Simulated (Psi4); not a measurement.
# doublet [SiH2Cl2]− at 3 levels

Wanted: a comparison of 3 runs (U-wB97X-V/6-311+G**, UDSD-PBEP86/6-311+G**, UTPSSh/6-311+G**) of doublet [SiH2Cl2]−. The job is set up through a Python script.

The results are computed with Psi4 1.11.

1 further run of the same task is left out (set aside as unsound or not needed).

### 1 Starting point

[SiH2Cl2]− has 5 atoms, charge -1, and is taken as a doublet. SMILES of the parent species: `Cl[SiH2]Cl`. The shape is that of a PBE0-D4/def2-TZVP optimisation. That shape belongs to the parent species and isn't relaxed for this state.

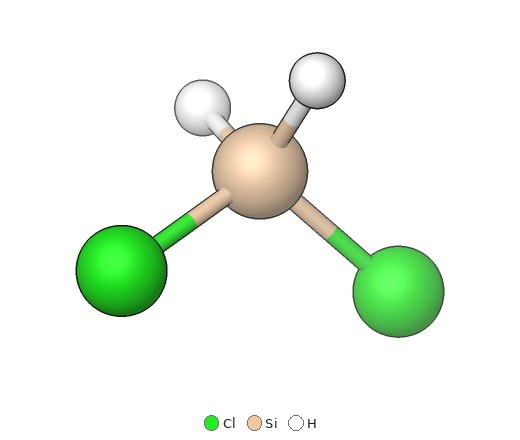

The structure, seen from a chosen angle (chlorine green, silicon light orange, hydrogen white).

### 2 A single-point energy at U-wB97X-V/6-311+G(d,p) (run 1)

Contents of cl2h2si.xyz:

```xyz
5
Cl2H2Si
Cl    -1.036100    -0.393400     1.609300
Si     0.136800    -0.071700    -0.028900
Cl    -0.799200     1.196800    -1.324000
H      0.352000    -1.362200    -0.711200
H      1.396500     0.556600     0.413400
```

Contents of run.py:

```python
import psi4

psi4.set_memory('1600 MB')
psi4.set_num_threads(1)
psi4.core.set_output_file('psi4.out', False)

with open('cl2h2si.xyz') as f:
    atoms = ''.join(f.readlines()[2:])
geom = psi4.geometry('-1 2\n' + atoms + 'symmetry c1\nno_reorient\nno_com')

psi4.set_options({
    'basis': '6-311+G**',
    'reference': 'uks',
    'puream': True,
    'e_convergence': 1e-09,
    'd_convergence': 1e-08,
    'scf_type': 'pk',
    'dft_radial_points': 99,
    'dft_spherical_points': 590,
    'maxiter': 200,
})

e, wfn = psi4.energy("wb97x-v", molecule=geom, return_wfn=True)
print('E =', round(e, 9))
for k, v in sorted(psi4.core.scalar_variables().items()):
    print(f'{k:45s} {v:18.10f}')
```

The run is started by

```bash
$ python run.py
```

psi4.out:

```text
[...]
  Running in c1 symmetry.
[...]
  Nuclear repulsion =  191.963420987880852
[...]
  Multiplicity = 2
[...]
  Nalpha       = 26
  Nbeta        = 25
[...]
    Number of basis functions: 102
[...]
   @UKS iter   1: -1210.88982586659381   -1.06810e-01   4.16123e-03 DIIS/ADIIS
[...]
   @UKS iter  26: -1210.98119848219949   -2.54659e-11   6.40098e-09 DIIS
[...]
   @S^2 Observed:                7.512224569E-01
[...]
    Orbital Energies [Eh]
    ---------------------
    Alpha Occupied:
       1A   -101.381791     2A   -101.381685     3A    -66.031952
       4A     -9.408343     5A     -9.408238     6A     -7.163144
       7A     -7.163038     8A     -7.156912     9A     -7.156807
      10A     -7.156737    11A     -7.156630    12A     -5.287290
      13A     -3.640535    14A     -3.637651    15A     -3.634314
      16A     -0.826681    17A     -0.800213    18A     -0.514425
      19A     -0.364382    20A     -0.364369    21A     -0.363551
      22A     -0.291198    23A     -0.287483    24A     -0.278121
      25A     -0.261176    26A      0.045244
    Alpha Virtual:
[...]
  @UKS Final Energy: -1210.98119848219949
   => Energetics <=
    Nuclear Repulsion Energy =            191.9634209878808520
    One-Electron Energy =               -2063.6713714647248707
    Two-Electron Energy =                 719.4008425792104617
    DFT Exchange-Correlation Energy =     -58.8823211762675243
    Empirical Dispersion Energy =           0.0000000000000000
    VV10 Nonlocal Energy =                  0.2082305917017734
    Total Energy =                      -1210.9811984821994884
[...]
 Multipole Moments:
 ------------------------------------------------------------------------------------
     Multipole            Electronic (a.u.)      Nuclear  (a.u.)        Total (a.u.)
 ------------------------------------------------------------------------------------
 L = 1.  Multiply by 2.5417464519 to convert [e a0] to [Debye]
 Dipole X            :         53.1598381          -52.0362545            1.1235836
 Dipole Y            :        -22.8726529           22.3902310           -0.4824219
 Dipole Z            :         -8.0127849            7.8380171           -0.1747678
 Magnitude           :                                                    1.2351983
[...]
```

The script printed:

```text
E = -1210.981198482
CURRENT ENERGY                                  -1210.9811984822
CURRENT REFERENCE ENERGY                        -1210.9811984822
DD SOLVATION ENERGY                                 0.0000000000
DFT FUNCTIONAL TOTAL ENERGY                     -1210.9811984822
DFT TOTAL ENERGY                                -1210.9811984822
DFT VV10 ENERGY                                     0.2082305917
DFT XC ENERGY                                     -58.8823211763
GRID ELECTRONS ALPHA                               26.0000019498
GRID ELECTRONS BETA                                24.9999995706
GRID ELECTRONS TOTAL                               51.0000015204
NUCLEAR REPULSION ENERGY                          191.9634209879
ONE-ELECTRON ENERGY                             -2063.6713714647
PCM POLARIZATION ENERGY                             0.0000000000
PE ENERGY                                           0.0000000000
SCF ITERATION ENERGY                            -1210.9811984822
SCF ITERATIONS                                     26.0000000000
SCF TOTAL ENERGY                                -1210.9811984822
TWO-ELECTRON ENERGY                               719.4008425792
XC GRID RADIAL POINTS                              99.0000000000
XC GRID SPHERICAL POINTS                          590.0000000000
XC GRID TOTAL POINTS                           281762.0000000000
```

Run time: 98 s. Hardware: 1 thread of Intel Xeon 6975P-C (Granite Rapids), shared host; peak memory 0.83 GiB.

### 3 The energy at UDSD-PBEP86/6-311+G(d,p) (density fitting for correlation) (run 2)

Contents of job.py:

```python
import psi4

psi4.set_memory(1600000000)
psi4.set_num_threads(1)
psi4.set_output_file('psi4.out', False)

geom = psi4.geometry("""
-1 2
Cl    -1.036100    -0.393400     1.609300
Si     0.136800    -0.071700    -0.028900
Cl    -0.799200     1.196800    -1.324000
H      0.352000    -1.362200    -0.711200
H      1.396500     0.556600     0.413400
symmetry c1
""")

options = {'basis': '6-311+G**', 'reference': 'uks', 'puream': True, 'e_convergence': 1e-09, 'd_convergence': 1e-08, 'scf_type': 'pk', 'dft_radial_points': 99, 'dft_spherical_points': 590, 'num_frozen_docc': 15, 'maxiter': 200}
psi4.set_options(options)

E = psi4.energy("dsd-pbep86")
print(f'dsd-pbep86 energy: {E:.10f} Eh')
for k, v in sorted(psi4.core.scalar_variables().items()):
    print(f'{k:45s} {v:18.10f}')
```

The run is started by

```bash
$ python job.py
```

psi4.out:

```text
[...]
  Running in c1 symmetry.
[...]
  Nuclear repulsion =  191.963420987880852
[...]
  Multiplicity = 2
[...]
  Nalpha       = 26
  Nbeta        = 25
[...]
    Number of basis functions: 102
[...]
   @UKS iter   1: -1209.90125550468315   -9.67100e-02   3.51670e-03 ADIIS/DIIS
[...]
   @UKS iter  29: -1209.98628128403789    3.45608e-10   3.35321e-09 DIIS
[...]
   @S^2 Observed:                7.511339449E-01
[...]
    Orbital Energies [Eh]
    ---------------------
    Alpha Occupied:
       1A   -103.541991     2A   -103.541967     3A    -67.771115
       4A    -10.042381     5A    -10.042360     6A     -7.608182
       7A     -7.608160     8A     -7.604415     9A     -7.604392
      10A     -7.604155    11A     -7.604132    12A     -5.757151
      13A     -3.949708    14A     -3.948554    15A     -3.946017
      16A     -0.893271    17A     -0.866099    18A     -0.528417
      19A     -0.368183    20A     -0.368163    21A     -0.366516
      22A     -0.293294    23A     -0.290167    24A     -0.280227
      25A     -0.262304    26A      0.061997
    Alpha Virtual:
[...]
  @UKS Final Energy: -1209.98628128403789
   => Energetics <=
    Nuclear Repulsion Energy =            191.9634209878808520
    One-Electron Energy =               -2062.8677756399447389
    Two-Electron Energy =                 683.1315424117860857
    DFT Exchange-Correlation Energy =     -22.2134690437600497
    Empirical Dispersion Energy =           0.0000000000000000
    VV10 Nonlocal Energy =                  0.0000000000000000
    Total Energy =                      -1209.9862812840378865
[...]
 Multipole Moments:
 ------------------------------------------------------------------------------------
     Multipole            Electronic (a.u.)      Nuclear  (a.u.)        Total (a.u.)
 ------------------------------------------------------------------------------------
 L = 1.  Multiply by 2.5417464519 to convert [e a0] to [Debye]
 Dipole X            :         -3.4497204            3.3608640           -0.0888564
 Dipole Y            :          1.5478015           -1.5089095            0.0388919
 Dipole Z            :          0.5628654           -0.5468273            0.0160381
 Magnitude           :                                                    0.0983121
[...]
```

Standard output:

```text
dsd-pbep86 energy: -1210.1892241472 Eh
CURRENT ENERGY                                  -1210.1892241472
CURRENT REFERENCE ENERGY                        -1209.9862812840
DD SOLVATION ENERGY                                 0.0000000000
DFT FUNCTIONAL TOTAL ENERGY                     -1209.9862812840
DFT TOTAL ENERGY                                -1210.1892241472
DFT VV10 ENERGY                                     0.0000000000
DFT XC ENERGY                                     -22.2134690438
DOUBLE-HYBRID CORRECTION ENERGY                    -0.2029428632
DSD-PBEP86 DOUBLE-HYBRID CORRECTION ENERGY         -0.2029428632
DSD-PBEP86 TOTAL ENERGY                         -1210.1892241472
GRID ELECTRONS ALPHA                               26.0000031947
GRID ELECTRONS BETA                                24.9999995687
GRID ELECTRONS TOTAL                               51.0000027633
NUCLEAR REPULSION ENERGY                          191.9634209879
ONE-ELECTRON ENERGY                             -2062.8677756399
PCM POLARIZATION ENERGY                             0.0000000000
PE ENERGY                                           0.0000000000
SCF ITERATION ENERGY                            -1209.9862812840
SCF ITERATIONS                                     29.0000000000
SCF TOTAL ENERGY                                -1209.9862812840
TWO-ELECTRON ENERGY                               683.1315424118
XC GRID RADIAL POINTS                              99.0000000000
XC GRID SPHERICAL POINTS                          590.0000000000
XC GRID TOTAL POINTS                           281763.0000000000
```

Wall time 26 s (1 thread of Intel Xeon 6975P-C (Granite Rapids), shared host); peak memory 0.72 GiB.

### 4 A single-point energy at UTPSSh/6-311+G(d,p) (run 3)

Contents of job.py:

```python
import psi4

psi4.set_memory('1600 MB')
psi4.set_num_threads(1)
psi4.set_output_file('run.log', False)

mol = psi4.geometry("""
-1 2
Cl    -1.95794524    -0.74341826     3.04113625
Si     0.25851453    -0.13549336    -0.05461309
Cl    -1.51026912     2.26162423    -2.50199739
H      0.66518360    -2.57418493    -1.34397322
H      2.63900253     1.05182156     0.78121278
units au
symmetry c1
no_reorient
no_com
""")

options = {'reference': 'uks', 'puream': True, 'e_convergence': 1e-09, 'd_convergence': 1e-08, 'scf_type': 'pk', 'dft_radial_points': 99, 'dft_spherical_points': 590, 'maxiter': 200}
psi4.set_options(options)

e, wfn = psi4.energy('tpssh/6-311+G**', return_wfn=True)
print(f'total energy {e:.8f} hartree = {e * 27.211386:.5f} eV')
for k, v in sorted(psi4.core.scalar_variables().items()):
    print(f'{k:45s} {v:18.10f}')
```

The run is started by

```bash
$ python job.py
```

run.log:

```text
[...]
  Running in c1 symmetry.
[...]
  Nuclear repulsion =  191.963421061022473
[...]
  Multiplicity = 2
[...]
  Nalpha       = 26
  Nbeta        = 25
[...]
    Number of basis functions: 102
[...]
   @UKS iter   1: -1211.04407694409883    6.86561e-02   5.61322e-03 ADIIS/DIIS
[...]
   @UKS iter  23: -1211.22673288306169   -6.29825e-11   1.70163e-09 DIIS
[...]
   @S^2 Observed:                7.506032421E-01
[...]
    Orbital Energies [Eh]
    ---------------------
    Alpha Occupied:
       1A   -101.243491     2A   -101.243376     3A    -65.872460
       4A     -9.234704     5A     -9.234595     6A     -6.982395
       7A     -6.982283     8A     -6.976319     9A     -6.976212
      10A     -6.976131    11A     -6.976019    12A     -5.110213
      13A     -3.460905    14A     -3.458034    15A     -3.453967
      16A     -0.680046    17A     -0.656603    18A     -0.378344
      19A     -0.252723    20A     -0.243714    21A     -0.242381
      22A     -0.180963    23A     -0.177180    24A     -0.167745
      25A     -0.152961    26A      0.090684
    Alpha Virtual:
[...]
  @UKS Final Energy: -1211.22673288306169
   => Energetics <=
    Nuclear Repulsion Energy =            191.9634210610224727
    One-Electron Energy =               -2063.7117462977575997
    Two-Electron Energy =                 731.3133982995969973
    DFT Exchange-Correlation Energy =     -70.7918059459234428
    Empirical Dispersion Energy =           0.0000000000000000
    VV10 Nonlocal Energy =                  0.0000000000000000
    Total Energy =                      -1211.2267328830616862
[...]
 Multipole Moments:
 ------------------------------------------------------------------------------------
     Multipole            Electronic (a.u.)      Nuclear  (a.u.)        Total (a.u.)
 ------------------------------------------------------------------------------------
 L = 1.  Multiply by 2.5417464519 to convert [e a0] to [Debye]
 Dipole X            :         50.9476658          -52.0362546           -1.0885888
 Dipole Y            :        -21.8839507           22.3902311            0.5062804
 Dipole Z            :         -7.6451269            7.8380169            0.1928900
 Magnitude           :                                                    1.2159572
[...]
```

On the terminal:

```text
total energy -1211.22673288 hartree = -32959.15816 eV
CURRENT ENERGY                                  -1211.2267328831
CURRENT REFERENCE ENERGY                        -1211.2267328831
DD SOLVATION ENERGY                                 0.0000000000
DFT FUNCTIONAL TOTAL ENERGY                     -1211.2267328831
DFT TOTAL ENERGY                                -1211.2267328831
DFT VV10 ENERGY                                     0.0000000000
DFT XC ENERGY                                     -70.7918059459
GRID ELECTRONS ALPHA                               26.0000028251
GRID ELECTRONS BETA                                24.9999995809
GRID ELECTRONS TOTAL                               51.0000024060
NUCLEAR REPULSION ENERGY                          191.9634210610
ONE-ELECTRON ENERGY                             -2063.7117462978
PCM POLARIZATION ENERGY                             0.0000000000
PE ENERGY                                           0.0000000000
SCF ITERATION ENERGY                            -1211.2267328831
SCF ITERATIONS                                     23.0000000000
SCF TOTAL ENERGY                                -1211.2267328831
TWO-ELECTRON ENERGY                               731.3133982996
XC GRID RADIAL POINTS                              99.0000000000
XC GRID SPHERICAL POINTS                          590.0000000000
XC GRID TOTAL POINTS                           281760.0000000000
```

Run time: 55 s. Hardware: 1 thread of Intel Xeon 6975P-C (Granite Rapids), shared host; peak memory 0.73 GiB.

### 5 All runs side by side

```
run                                                    level  frozen core orbitals  fitting correlation   energy (Eh)  HOMO energy (eV)  LUMO energy (eV)   ⟨S²⟩  wall time
  1                                      U-wB97X-V/6-311+G**                     0                    –  -1210.981198              1.23              4.42  0.751       98 s
  2  UDSD-PBEP86/6-311+G** (density fitting for correlation)                    15      density fitting  -1210.189224              1.69              3.80  0.751       26 s
  3                                         UTPSSh/6-311+G**                     0                    –  -1211.226733              2.47              3.02  0.751       55 s
```

### 6 Summary of results

| quantity | value |
| --- | --- |
| run 3: total energy | -1211.22673 Eh |
| run 3: HOMO energy (highest over α and β) | 2.47 eV |
| run 3: LUMO energy (lowest over α and β) | 3.02 eV |
| run 3: ⟨S²⟩ | 0.751 |

What this shows: Totals of different functionals can't be ranked against each other. In runs 1, 2, 3 the HOMO lies above zero, so the outermost electron may be held by the basis alone. All runs together took 3 min, the longest 98 s.
